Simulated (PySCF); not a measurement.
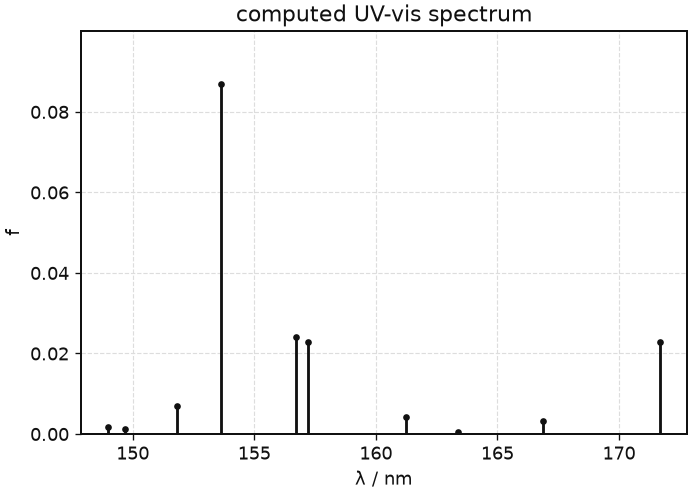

Vertical TDDFT excitations, CAM-B3LYP/def2-SVPD with PySCF 2.14.0, at a PBE0-D3(BJ)/def2-SVP geometry (no frequency check), gas phase. Only the first 10 singlet excitations are included.

Whose absorption spectrum is this?
A. C₃H₈GeS, SMILES C=C[CH2][GeH2][SH], singlet
B. C₄H₁₀O₃Si, SMILES COC[SiH]1OCCO1
C. C₇H₈ClP, SMILES CPc1ccc(Cl)cc1
D. C₃H₁₂NOPSi₂, SMILES C=C[P@@](C)(=O)N([SiH3])[SiH3]

Option B. Its lowest singlet lies at 7.22 eV (f = 0.023) and the brightest of those computed is S7 at 8.07 eV (154 nm), f = 0.087, mixed, the largest part being HOMO−1 → LUMO (26 %).

Note: one conformer of a flexible molecule; core orbitals are frozen in the response.
